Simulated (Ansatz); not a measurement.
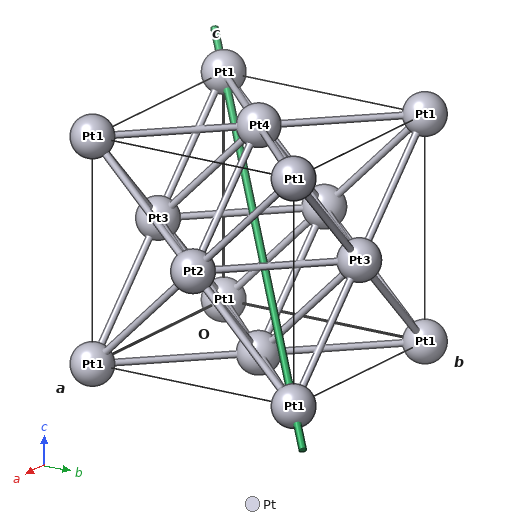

The coloured rod is the axis of a symmetry operation of the crystal. Crystal: Pt, the input geometry of an electronic-structure calculation (not necessarily at equilibrium). Symmetry computed with spglib at a tolerance of 0.002 Å; standard conventional cell.

a = 3.940 Å, b = 3.940 Å, c = 3.940 Å, α = 90.00°, β = 90.00°, γ = 90.00°.

```json
{"atom": "Pt1", "x": "0.0000", "y": "0.0000", "z": "0.0000"}
{"atom": "Pt2", "x": "0.0000", "y": "0.5000", "z": "0.5000"}
{"atom": "Pt3", "x": "0.5000", "y": "0.0000", "z": "0.5000"}
{"atom": "Pt4", "x": "0.5000", "y": "0.5000", "z": "0.0000"}
```

Take the operation x, y, z → −z+1, x, −y+1.

What kind of operation is it, and where does it lie?

It is a 3-fold rotation, about the line along [−1 −1 1] through (1/2, 1/2, 1/2).

Onto which atom does it carry each atom (up to whole multiples of a, b and c)?

Pt1 → Pt1, Pt2 → Pt3, Pt3 → Pt4, Pt4 → Pt2.

What is the crystal's space group?

Fm-3m (No. 225).
